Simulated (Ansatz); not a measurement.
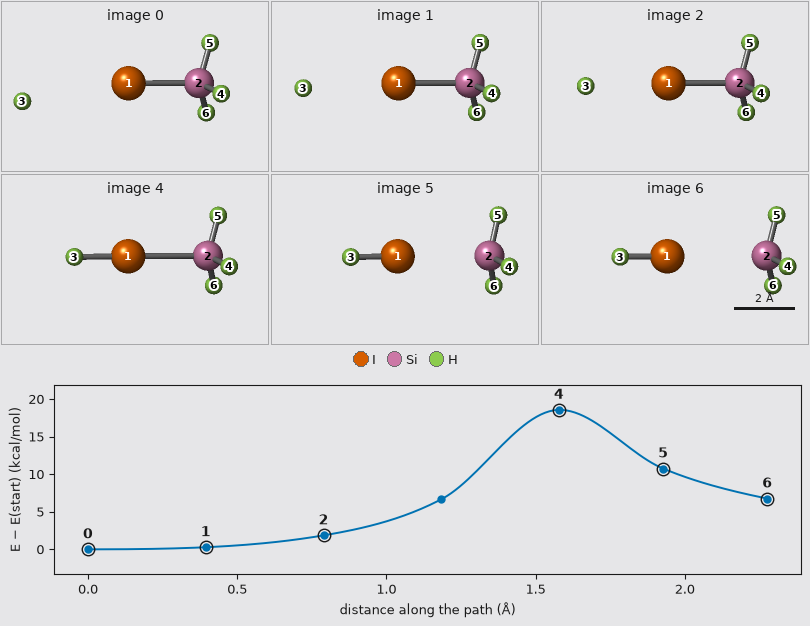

A nudged-elastic-band calculation for SiH$_{4}$I (multiplicity 2), made up of SiH$_{3}$I and H. Images are numbered from 0 (start) to 6 (end). The picture is a ball-and-stick view, seen at a tilt.

These are results of UHF/def2-SVP (Ansatz 0.2.0), not measurements. Set-up: 5 movable images; climbing image.

Read off the barrier and say what moves.

Answer. Breaking: I1–Si2 (2.44 → 2.76 at the top → 3.44 Å). Forming: I1–H3 (3.67 → 1.86 at the top → 1.63 Å). The energy climbs by 18.6 kcal/mol to image 4 and then falls by 11.8 kcal/mol, so the end point sits at +6.8 kcal/mol. The band converged in 8 iterations. The largest component of the band force went from 1.2 to 0.042 eV/Å. The climbing image converged on the top of the path. Its curvatures weren't checked. The largest force component is 0.40 eV/Å at the start and 0.68 eV/Å at the end; an end with forces this large is no minimum, and the barrier measured from it can be far off.

Limits of the set-up: the start holds two separate molecules, 3.7 Å apart at their closest, whose relative position is a soft coordinate and is computed without a dispersion correction; Hartree-Fock leaves out electron correlation.
